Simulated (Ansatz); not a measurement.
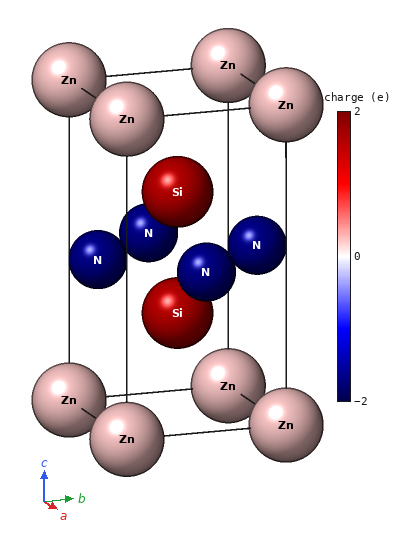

The crystal in a spheres-only representation, seen slightly off an axis. Atoms at the boundary of the simulation cell (the box) are drawn once for each face, edge or corner they touch. The atoms of this ZnSi$_{2}$N$_{2}$ cell are coloured by their Bader charge.

Calculation details: DFT PBE, scalar-relativistic, plane waves, PAW in Ansatz 0.2.0; a 420 eV plane-wave basis, 12×12×6 k-mesh, Gaussian smearing of 0.1 eV, no spin polarisation.

Who donates electrons here and who accepts them?

Most positive: Si; most negative: N. Charges: about Zn +0.2 e; Si +1.5 e; N -1.6 e.

Origin of the cell: a structure type filled with these elements by a generator (whether the compound takes this form wasn't checked). Earlier steps of the study may have refined or changed the cell and positions. An electronic-structure calculation with Ansatz was run on it.
